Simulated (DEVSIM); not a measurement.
Device: Ni/Si3N4/SiO2/n-Si capacitor, at 300 K.

| layer (left to right) | material | thickness (nm) | Nd (cm⁻³) |
|---|---|---|---|
| 1 | Si3N4 | 4.00 | - |
| 2 | SiO2 | 0.500 | - |
| 3 | Si | 740 | 6e17 |

Metal gate on the left, work function 5.1 eV. Fixed charge at the semiconductor interface 0 cm⁻² (in units of +e); no interface traps.

This is a model device: material constants are rounded textbook-type values typed into the input, and sizes, dopings and lifetimes were drawn at random. Values at 300 K.

```tsv
parameter	Si3N4	SiO2	Si
gap (eV)	5.1	9	1.124
affinity (eV)	2.1	0.9	4.05
permittivity	7.5	3.9	11.7
Nc (cm⁻³)	-	-	2.86e19
Nv (cm⁻³)	-	-	3.1e19
```

DEVSIM, 1D Poisson equation in equilibrium, Boltzmann statistics, complete ionisation; no quantum confinement or tunnelling. Metal contacts follow the ideal Schottky-Mott rule: no Fermi-level pinning, no interface dipoles.

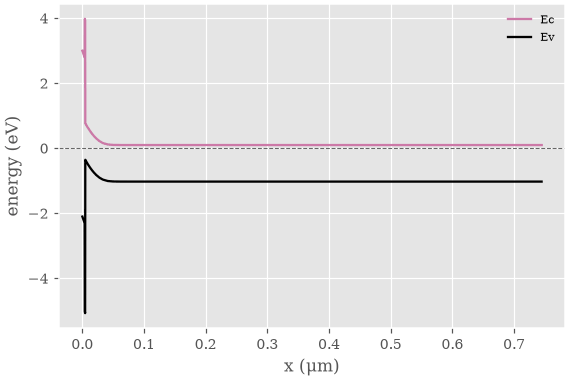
Band edges at 0.0 V on the gate

Energies count from the Fermi level of the right contact; mesh points crowd at the junctions.

| x (μm) | Ec (eV) | Ev (eV) | n (cm⁻³) | p (cm⁻³) | field (V/cm) |
|---|---|---|---|---|---|
| 0.000 | 3.000 | -2.100 | < 1e2 | < 1e2 | -540000 |
| 0.0008621 | 2.953 | -2.147 | < 1e2 | < 1e2 | -540000 |
| 0.002000 | 2.891 | -2.209 | < 1e2 | < 1e2 | -540000 |
| 0.003123 | 2.830 | -2.270 | < 1e2 | < 1e2 | -540000 |
| 0.004174 | 3.964 | -5.036 | < 1e2 | < 1e2 | -1000000 |
| 0.004493 | 3.931 | -5.069 | < 1e2 | < 1e2 | -750000 |
| 0.005548 | 0.744 | -0.380 | 9000000 | 1.3e13 | -340000 |
| 0.008661 | 0.643 | -0.481 | 4.5e8 | 2.6e11 | -310000 |
| 0.01346 | 0.505 | -0.619 | 9.3e10 | 1.3e9 | -270000 |
| 0.02257 | 0.302 | -0.822 | 2.4e14 | 480000 | -180000 |
| 0.04114 | 0.118 | -1.006 | 3.0e17 | 390 | -31000 |
| 0.09435 | 0.100 | -1.024 | 6.0e17 | 190 | ≈ 0 |
| 0.1763 | 0.100 | -1.024 | 6.0e17 | 190 | ≈ 0 |
| 0.3321 | 0.100 | -1.024 | 6.0e17 | 190 | ≈ 0 |
| 0.5692 | 0.100 | -1.024 | 6.0e17 | 190 | ≈ 0 |
| 0.6559 | 0.100 | -1.024 | 6.0e17 | 190 | ≈ 0 |
| 0.6984 | 0.100 | -1.024 | 6.0e17 | 190 | ≈ 0 |
| 0.7216 | 0.100 | -1.024 | 6.0e17 | 190 | ≈ 0 |
| 0.7353 | 0.100 | -1.024 | 6.0e17 | 190 | ≈ 0 |
| 0.7404 | 0.100 | -1.024 | 6.0e17 | 190 | ≈ 0 |
| 0.7429 | 0.100 | -1.024 | 6.0e17 | 190 | ≈ 0 |
| 0.7445 | 0.100 | -1.024 | 6.0e17 | 190 | ≈ 0 |
